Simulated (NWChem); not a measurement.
# CCSD/6-31G(d,p) (spherical functions) run of SiNH2Cl (SMILES N[Si]Cl)

Aim: the vertical ionisation energy of SiNH2Cl at CCSD/6-31G** (spherical functions), from 2 runs. 

The calculation is run with NWChem 7.3.0.

## 1. The structure to begin with

SiNH2Cl has 5 atoms, charge 0, and is taken as a singlet. SMILES: `N[Si]Cl`. Geometry: relaxed at PBE0-D4/def2-TZVP. This is one conformer, not always the lowest.

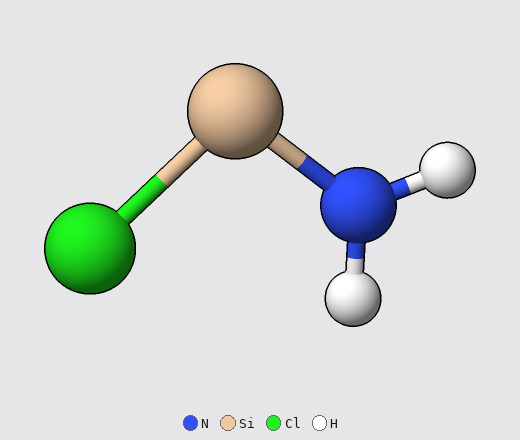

The structure, seen from a chosen angle (nitrogen blue, silicon light orange, chlorine green, hydrogen white).

## 2. The energy at CCSD/6-31G(d,p) (spherical functions)

Input file work.nw:

```
start work
title "ClH2NSi"
memory stack 880 mb heap 220 mb global 1100 mb
geometry units angstroms noautosym nocenter noautoz
   N       -0.148200       0.583400      -0.233900
   Si      -0.116200      -0.341800       1.192600
   Cl       0.649000      -2.124500       0.377300
   H       -0.473300       1.538600      -0.227400
   H        0.138600       0.270600      -1.150000
end
basis "ao basis" spherical bse
   * library 6-31G**
end
scf
   thresh 1e-08
   maxiter 80
   print low
end
ccsd
   freeze core 11
   maxiter 60
end
task ccsd
```

Command:

```bash
$ nwchem work.nw > work.out
```

The log of the run:

```text
[...]
  functions       =    60
[...]
  wavefunction    = RHF
[...]
         Total SCF energy =   -804.068435606634
      One-electron energy =  -1373.707277234367
      Two-electron energy =    438.248513311620
 Nuclear repulsion energy =    131.390328316113
        Time for solution =      6.9s
[...]
 Total MP2 energy:           -804.441316353472871
[...]
             energy      energy      error      ampl     ampl      Block
                                                time     time      time
[...]
 Total CCSD energy:           -804.474628502132646
[...]
```

Run time: 30 s. Hardware: 1 thread of AMD EPYC 7R13 (Zen 3), shared host; peak memory 0.13 GiB.

## 3. The doublet cation, same level

Input file nw.nw:

```
START nw
TITLE "ClH2NSi energy"
memory total 2200 mb
charge 1

GEOMETRY units atomic noautosym nocenter noautoz
 N  -0.28005741  1.10246622 -0.44200694
 Si -0.21958618 -0.64590839  2.25368738
 Cl  1.22643225 -4.01472315  0.71299367
 H  -0.89440737  2.90753262 -0.42972372
 H   0.26191604  0.51135989 -2.17318504
END

BASIS spherical bse
 * library 6-31G**
END

SCF
 nopen 1
 uhf
 thresh 1e-08
 maxiter 80
 print low
END

TCE
 scf
 ccsd
 freeze core 11
 maxiter 60
END

TASK tce energy
```

Command:

```bash
$ nwchem nw.nw > nw.out
```

The log of the run:

```text
[...]
  functions       =    60
[...]
  wavefunction    = UHF
[...]
         Total SCF energy =   -803.750247325985
      One electron energy =  -1363.291032594569
      Two electron energy =    428.150466392189
 Nuclear repulsion energy =    131.390318876395
                       Sz =      0.5000
                 Sz(Sz+1) =      0.7500
                      S^2 =      0.7668
[...]
         Wavefunction type : Unrestricted Hartree-Fock
          No. of electrons :    39
[...]
         Spin multiplicity : doublet
[...]
 CCSD total energy / hartree       =      -804.137222335986166
[...]
```

Wall time 22 s (1 thread of AMD EPYC 7R13 (Zen 3), shared host); peak memory 0.34 GiB.

## 4. Summary of results

Level: CCSD/6-31G** (spherical functions), 11 core orbitals frozen.

| quantity | value |
| --- | --- |
| singlet SiNH2Cl: total energy | -804.47463 Eh |
| singlet SiNH2Cl: correlation energy (11 core orbitals frozen) | -406.2 mEh |
| doublet cation: total energy | -804.13722 Eh |
| doublet cation: correlation energy (11 core orbitals frozen) | -387.0 mEh |
| doublet cation: ⟨S²⟩ of the reference determinant | 0.767 |
| vertical ionisation energy (to the doublet cation) | 9.181 eV |

The vertical ionisation energy comes to 9.18 eV (212 kcal/mol).
